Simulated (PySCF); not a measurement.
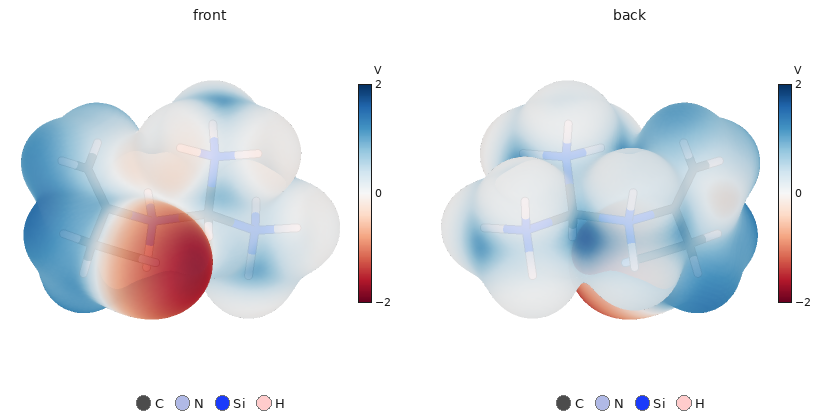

The picture shows: C$_{5}$H$_{13}$NSi$_{3}$. The electrostatic potential painted on the density surface at 0.002 e/bohr³, seen from the front and from behind; the colour scale runs from red (negative) to blue (positive).

Geometry: GFN2-xTB.

Method: PBE0/pcSseg-1, SCF density, gas phase, non-relativistic (PySCF 2.14.0).

Input file:

```
{"job": {"kind": "nmr", "xc": "PBE0", "basis": "pcSseg-1"}, "charge": 0, "multiplicity": 1}
C     -1.773072     1.393275    -1.486619
C     -1.575389     0.215816    -0.914206
C     -2.680831    -0.429506    -0.111156
C     -2.297196    -0.503935     1.273452
N     -1.972654    -0.547630     2.369273
Si     0.077281    -0.707174    -0.999056
C      1.136587    -0.328931     0.530616
Si     1.409760     1.538254     0.791612
Si     2.760447    -1.320715     0.511935
H     -2.707363     1.932855    -1.414984
H     -0.998033     1.869658    -2.062618
H     -2.861037    -1.447296    -0.471396
H     -3.611541     0.142620    -0.182061
H      0.742631    -0.297951    -2.240767
H     -0.242063    -2.143649    -1.071130
H      0.573122    -0.674495     1.402317
H      2.122172     2.093781    -0.363585
H      0.124666     2.229274     0.928532
H      2.204640     1.765913     2.000201
H      2.468834    -2.752606     0.387970
H      3.580915    -0.911125    -0.630615
H      3.507712    -1.097047     1.751436
```

Command:

```sh
OMP_NUM_THREADS=1 python probes_run.py task.json out
```

Which sites attract a positive test charge, and which a negative one?

Answer. A positive charge is drawn to the negative regions and a negative charge to the positive ones. The most negative region (about −1.7 V) lies over N5, the most positive (about +1.4 V) over Si6, Si9 and H13. N5 is the likeliest acceptor of a hydrogen bond.
